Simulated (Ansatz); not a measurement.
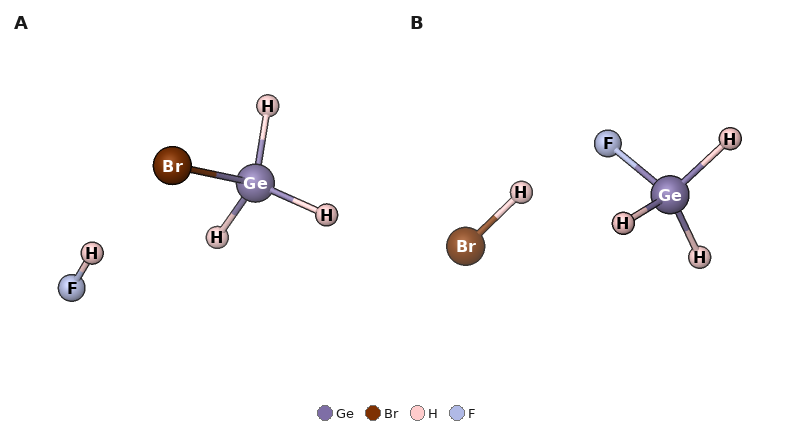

2 stationary structures of one formula. Geometries: PBE0-D4/def2-TZVP. Electronic energies: CCSD(T)/CBS (MP2 limit from def2-TZVPP and def2-QZVPP plus CCSD(T) − MP2) (Ansatz 0.2.0), without zero-point energy. Each is one conformer, not always the lowest.

> Rank them by energy, lowest first.

A is lowest (a saddle point of order 1); B lies 0.326 eV above it (a minimum).
